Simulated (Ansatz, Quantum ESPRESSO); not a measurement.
# Ba2C (Fm-3m): zone-centre phonons, part 2 of 3

Which modes does Ba2C (Fm-3m) have at the zone centre?

Quantum ESPRESSO 7.5; DFT LDA, scalar-relativistic, plane waves, PseudoDojo norm-conserving pseudopotentials.

So far. Step 2 (A probe with smearing): No gap opens on this mesh, so smearing is kept; the start stands at 18 GPa. Step 4 (Self-consistent run for the response): The cell stands at -0.005 GPa, close enough for phonons. The relaxed cell has a = 6.845 Å (conventional setting).

The structure was built from a prototype and need not be the compound's stable phase.

**5. Linear response at Γ**

At q = 0 one unit cell holds all displacements; symmetry groups them into irreducible representations that are solved one by one. With smeared occupations no response to a homogeneous field can be asked.

Contents of ph.in:

```
phonons
 &inputph
    prefix='x',
    outdir='./tmp',
    fildyn='g.dyn',
    tr2_ph=1.0d-18,
    alpha_mix(1)=0.4,
    nmix_ph=8,
 /
0.000000000000 0.000000000000 0.000000000000
```

Command:

```bash
$ OMP_NUM_THREADS=1 mpirun -n 4 ph.x -nk 4 -in ph.in > ph.out
```

What it wrote:

```text
[banners, grids, parts of the stress and lines that vanish by symmetry left out]
[banner, memory and clock lines left out]
Program PHONON v.7.5

     ./tmp/x.save/

     IMPORTANT: XC functional enforced from input :
     Exchange-correlation= PW
                           (   1   4   0   0   0   0   0)
     Any further DFT definition will be discarded
     Please, verify this is what you really want

     G-vector sticks info

     Reading collected, re-writing distributed wavefunctions in ./tmp/

     Number and degeneracy of irreps per q-point
       N         xq(1)         xq(2)         xq(3)   N irreps
       1   0.000000000   0.000000000   0.000000000       3
        3   3   3

     Calculation of q =    0.0000000   0.0000000   0.0000000

     phonons

     bravais-lattice index     =            2
     lattice parameter (alat)  =      12.9353  a.u.
     unit-cell volume          =     541.0926 (a.u.)^3
     number of atoms/cell      =            3
     number of atomic types    =            2
     kinetic-energy cut-off    =      82.0000  Ry
     charge density cut-off    =     328.0000  Ry
     convergence threshold     =      1.0E-18
     beta                      =       0.4000
     number of iterations used =            8
     Exchange-correlation= PW
                           (   1   4   0   0   0   0   0)

     celldm(1)=   12.93532  celldm(2)=    0.00000  celldm(3)=    0.00000
     celldm(4)=    0.00000  celldm(5)=    0.00000  celldm(6)=    0.00000

     crystal axes: (cart. coord. in units of alat)
               a(1) = ( -0.5000  0.0000  0.5000 )
               a(2) = (  0.0000  0.5000  0.5000 )
               a(3) = ( -0.5000  0.5000  0.0000 )

     reciprocal axes: (cart. coord. in units 2 pi/alat)
               b(1) = ( -1.0000 -1.0000  1.0000 )
               b(2) = (  1.0000  1.0000  1.0000 )
               b(3) = ( -1.0000  1.0000 -1.0000 )

     Atoms inside the unit cell:

     Cartesian axes

     site n.  atom      mass           positions (alat units)
        1  C      12.0110   tau(    1) = (    0.00000    0.00000    0.00000  )
        2  Ba    137.3270   tau(    2) = (   -0.75000    0.75000    0.75000  )
        3  Ba    137.3270   tau(    3) = (   -0.25000    0.25000    0.25000  )

     Computing dynamical matrix for
                    q = (   0.0000000   0.0000000   0.0000000 )

     49 Sym.Ops. (with q -> -q+G )

     G cutoff = 1390.1718  (  54313 G-vectors)     FFT grid: ( 54, 54, 54)

     number of k points=    29  Marzari-Vanderbilt smearing, width (Ry)=  0.0200
                       cart. coord. in units 2pi/alat
        k(    1) = (   0.0000000   0.0000000   0.0000000), wk =   0.0039062
        k(    2) = (  -0.1250000   0.1250000  -0.1250000), wk =   0.0312500
        k(    3) = (  -0.2500000   0.2500000  -0.2500000), wk =   0.0312500
        [... further k-points left out ...]

     PseudoPot. # 1 for C  read from file:
     ./pseudo/C.upf
     Pseudo is Norm-conserving + core correction, Zval =  4.0
     Using radial grid of 1234 points,  4 beta functions with:
                l(1) =   0
                l(2) =   0
                l(3) =   1
                l(4) =   1

     PseudoPot. # 2 for Ba read from file:
     ./pseudo/Ba.upf
     Pseudo is Norm-conserving + core correction, Zval = 10.0
     Using radial grid of 1912 points,  6 beta functions with:
                l(1) =   0
                l(2) =   0
                l(3) =   1
                l(4) =   1
                l(5) =   2
                l(6) =   2

     Mode symmetry, O_h (m-3m)  point group:

     Atomic displacements:
     There are    3 irreducible representations

     Representation     1      3 modes -  To be done

     Representation     2      3 modes -  To be done

     Representation     3      3 modes -  To be done

     Alpha used in Ewald sum =   2.8000

     Representation #   1 modes #   1   2   3

     Self-consistent Calculation
      iter #   1   av.it.:   6.1
      thresh= 1.000E-02 alpha_mix =  0.400 |ddv_scf|^2 =  2.315E-07
      iter #   2   av.it.:  11.5
      thresh= 4.812E-05 alpha_mix =  0.400 |ddv_scf|^2 =  4.752E-09
      iter #   3   av.it.:  11.7
      thresh= 6.894E-06 alpha_mix =  0.400 |ddv_scf|^2 =  2.708E-10
      iter #   4   av.it.:  12.4
      thresh= 1.646E-06 alpha_mix =  0.400 |ddv_scf|^2 =  1.444E-12
      iter #   5   av.it.:  12.6
      thresh= 1.202E-07 alpha_mix =  0.400 |ddv_scf|^2 =  7.927E-14
      iter #   6   av.it.:  12.6
      thresh= 2.816E-08 alpha_mix =  0.400 |ddv_scf|^2 =  3.896E-15
      iter #   7   av.it.:  12.7
      thresh= 6.242E-09 alpha_mix =  0.400 |ddv_scf|^2 =  2.423E-17
      iter #   8   av.it.:  12.7
      thresh= 4.923E-10 alpha_mix =  0.400 |ddv_scf|^2 =  1.551E-18
      iter #   9   av.it.:  12.6
      thresh= 1.245E-10 alpha_mix =  0.400 |ddv_scf|^2 =  7.041E-20

     End of self-consistent calculation

     Convergence has been achieved

     Representation #   2 modes #   4   5   6

     Self-consistent Calculation
      iter #   1   av.it.:   5.8
      thresh= 1.000E-02 alpha_mix =  0.400 |ddv_scf|^2 =  5.986E-08
      iter #   2   av.it.:  11.8
      thresh= 2.447E-05 alpha_mix =  0.400 |ddv_scf|^2 =  4.382E-09
      iter #   3   av.it.:  12.0
      thresh= 6.619E-06 alpha_mix =  0.400 |ddv_scf|^2 =  1.953E-10
      iter #   4   av.it.:  12.3
      thresh= 1.398E-06 alpha_mix =  0.400 |ddv_scf|^2 =  1.108E-11
      iter #   5   av.it.:  12.5
      thresh= 3.329E-07 alpha_mix =  0.400 |ddv_scf|^2 =  1.181E-13
[...]
End of self-consistent calculation

     Convergence has been achieved

     Representation #   3 modes #   7   8   9

     Self-consistent Calculation
[...]
iter #   3   av.it.:  11.6
      thresh= 4.357E-06 alpha_mix =  0.400 |ddv_scf|^2 =  6.460E-11
      iter #   4   av.it.:  12.4
      thresh= 8.037E-07 alpha_mix =  0.400 |ddv_scf|^2 =  1.474E-12
      iter #   5   av.it.:  12.3
      thresh= 1.214E-07 alpha_mix =  0.400 |ddv_scf|^2 =  7.803E-14
      iter #   6   av.it.:  12.2
      thresh= 2.793E-08 alpha_mix =  0.400 |ddv_scf|^2 =  4.971E-15
      iter #   7   av.it.:  12.2
      thresh= 7.051E-09 alpha_mix =  0.400 |ddv_scf|^2 =  3.031E-16
      iter #   8   av.it.:  13.0
      thresh= 1.741E-09 alpha_mix =  0.400 |ddv_scf|^2 =  2.467E-18
      iter #   9   av.it.:  12.7
      thresh= 1.571E-10 alpha_mix =  0.400 |ddv_scf|^2 =  7.774E-20

     End of self-consistent calculation

     Convergence has been achieved

     Number of q in the star =    1
     List of q in the star:
          1   0.000000000   0.000000000   0.000000000

     Diagonalizing the dynamical matrix

     q = (    0.000000000   0.000000000   0.000000000 )

 **************************************************************************
     freq (    1) =       0.025030 [THz] =       0.834919 [cm-1]
     freq (    2) =       0.025030 [THz] =       0.834919 [cm-1]
     freq (    3) =       0.025030 [THz] =       0.834919 [cm-1]
     freq (    4) =       2.121571 [THz] =      70.767998 [cm-1]
     freq (    5) =       2.121571 [THz] =      70.767998 [cm-1]
     freq (    6) =       2.121571 [THz] =      70.767998 [cm-1]
     freq (    7) =       7.223288 [THz] =     240.942946 [cm-1]
     freq (    8) =       7.223288 [THz] =     240.942946 [cm-1]
     freq (    9) =       7.223288 [THz] =     240.942946 [cm-1]
 **************************************************************************

     Mode symmetry, O_h (m-3m)  point group:

     freq (   1-   3) =          0.8  [cm-1]   --> T_1u G_15  G_4- I
     freq (   4-   6) =         70.8  [cm-1]   --> T_2g G_25' G_5+ R
     freq (   7-   9) =        240.9  [cm-1]   --> T_1u G_15  G_4- I
```

Wall time 8.7 min (4 MPI ranks of Arm Neoverse V1, shared host).

This step gave:

* largest acoustic frequency at the zone centre before the sum rule: 0.83 cm⁻¹
* highest optical zone-centre mode (no LO-TO term): 240.9 cm⁻¹
* lowest optical zone-centre mode: 70.77 cm⁻¹

The acoustic modes at Γ come out as far as 0.8 cm⁻¹ from zero, where they should vanish, a small numerical error.

**6. Zone-centre analysis**

A rigid shift of the crystal must cost nothing, but grids and finite bases break this; the acoustic sum rule is imposed before the matrix is diagonalised again.

Contents of dynmat.in:

```
 &input
    fildyn='g.dyn',
    asr='simple',
    fileig='dynmat.eig',
 /
```

Command:

```bash
$ dynmat.x -in dynmat.in > dynmat.out
```

What it wrote:

```text
[banner, memory and clock lines left out]
Program DYNMAT v.7.5

     Reading Dynamical Matrix from file g.dyn
     ...Force constants read
     ...epsilon and Z* not read (not found on file)
     A direction for q was not specified:TO-LO splitting will be absent

     Polarizability (A^3 units)
     multiply by 1.000000 for Clausius-Mossotti correction
         0.000000    0.000000    0.000000
         0.000000    0.000000    0.000000
         0.000000    0.000000    0.000000

     IR activities are in (D/A)^2/amu units

# mode   [cm-1]    [THz]      IR
    1     -0.00   -0.0000    0.0000
    2      0.00    0.0000    0.0000
    3      0.00    0.0000    0.0000
    4     70.76    2.1215    0.0000
    5     70.76    2.1215    0.0000
    6     70.76    2.1215    0.0000
    7    240.93    7.2230    0.0000
    8    240.93    7.2230    0.0000
    9    240.93    7.2230    0.0000

[cm-1]
[end of the log left out, with the tail of the file of modes that dynmat.x writes under the same name]
```

Elapsed: 0.46 s, on 1 thread.

Read from the output:

| Property | Result |
| --- | --- |
| lowest optical zone-centre mode | 70.76 cm⁻¹ |

Unit eigenvectors of the mass-weighted matrix after the sum rule; no LO-TO term. Modes at Γ, with each element's share of the kinetic energy:

```csv
mode,frequency (cm⁻¹),symmetry,C %,Ba %
1,0.0,acoustic,4,96
2,0.0,acoustic,4,96
3,0.0,acoustic,4,96
4,70.8,T2g,0,100
5,70.8,T2g,0,100
6,70.8,T2g,0,100
7,240.9,T1u,96,4
8,240.9,T1u,96,4
9,240.9,T1u,96,4
```

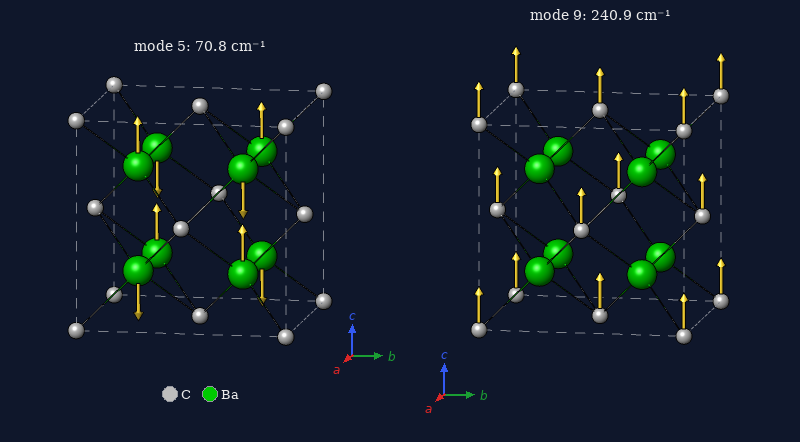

Displacement patterns of modes 5 and 9 at Γ; arrows are exaggerated. Some periodic images of atoms are drawn too.

The rule moves no optical mode by more than 0.1 cm⁻¹.

**7. Sum rules set otherwise (asr crystal)**

The rule can be imposed in more than one way; the choices should agree where the raw error is small.

Contents of dynmat.in:

```
 &input
    fildyn='g.dyn',
    asr='crystal',
    fileig='dynmat.eig',
 /
```

Command:

```bash
$ dynmat.x -in dynmat.in > dynmat.out
```

What it wrote:

```text
[banner, memory and clock lines left out]
Program DYNMAT v.7.5

     Reading Dynamical Matrix from file g.dyn
     ...Force constants read
     ...epsilon and Z* not read (not found on file)
     Acoustic Sum Rule: || Z*(ASR) - Z*(orig)|| =    0.000000E+00
     Acoustic Sum Rule: ||dyn(ASR) - dyn(orig)||=    8.899708E-06
     A direction for q was not specified:TO-LO splitting will be absent

     Polarizability (A^3 units)
     multiply by 1.000000 for Clausius-Mossotti correction
         0.000000    0.000000    0.000000
         0.000000    0.000000    0.000000
         0.000000    0.000000    0.000000

     IR activities are in (D/A)^2/amu units

# mode   [cm-1]    [THz]      IR
    1     -0.00   -0.0000    0.0000
    2      0.00    0.0000    0.0000
    3      0.00    0.0000    0.0000
    4     70.77    2.1216    0.0000
    5     70.77    2.1216    0.0000
    6     70.77    2.1216    0.0000
    7    240.94    7.2232    0.0000
    8    240.94    7.2232    0.0000
    9    240.94    7.2232    0.0000

[end of the log left out, with the tail of the file of modes that dynmat.x writes under the same name]
```

Wall time 0.46 s (1 thread).

This step gave:

| Property | Result |
| --- | --- |
| lowest optical zone-centre mode | 70.77 cm⁻¹ |

Zone-centre frequencies as printed; negative means imaginary. Modes:

```csv
mode,frequency (cm⁻¹)
1,0
2,0
3,0
4,70.77
5,70.77
6,70.77
7,240.9
8,240.9
9,240.9
```

Against the first rule no mode moves by more than 0.1 cm⁻¹.

**8. Sum rules set otherwise (asr no)**

Without the rule the raw error of the acoustic modes shows.

Contents of dynmat.in:

```
 &input
    fildyn='g.dyn',
    asr='no',
    fileig='dynmat.eig',
 /
```

Command:

```bash
$ dynmat.x -in dynmat.in > dynmat.out
```

What it wrote:

```text
[banner, memory and clock lines left out]
Program DYNMAT v.7.5

     Reading Dynamical Matrix from file g.dyn
     ...Force constants read
     ...epsilon and Z* not read (not found on file)
     A direction for q was not specified:TO-LO splitting will be absent

     Polarizability (A^3 units)
     multiply by 1.000000 for Clausius-Mossotti correction
         0.000000    0.000000    0.000000
         0.000000    0.000000    0.000000
         0.000000    0.000000    0.000000

     IR activities are in (D/A)^2/amu units

# mode   [cm-1]    [THz]      IR
    1      0.83    0.0250    0.0000
    2      0.83    0.0250    0.0000
    3      0.83    0.0250    0.0000
    4     70.77    2.1216    0.0000
    5     70.77    2.1216    0.0000
    6     70.77    2.1216    0.0000
    7    240.94    7.2233    0.0000
    8    240.94    7.2233    0.0000
    9    240.94    7.2233    0.0000

[cm-1]
[end of the log left out, with the tail of the file of modes that dynmat.x writes under the same name]
```

Run time: 0.45 s. Hardware: 1 thread.

Zone-centre frequencies as printed; negative means imaginary. Modes:

```csv
mode,frequency (cm⁻¹)
1,0.83
2,0.83
3,0.83
4,70.77
5,70.77
6,70.77
7,240.9
8,240.9
9,240.9
```

Against the first rule no mode moves by more than 0.9 cm⁻¹.

(Continued in part 3 of 3.)

[Host names and launcher messages were left out of these logs when they were recorded.]

[Logs are printed without paths, hosts, clocks, repeated set-up lines and the standing remarks that a program may print on its own settings, such as how far it seeks lower states.]

[Hosts, paths, dates, database ids (printed as entryN), source tags and the programs' standing remarks are cut or masked in the printed files.]
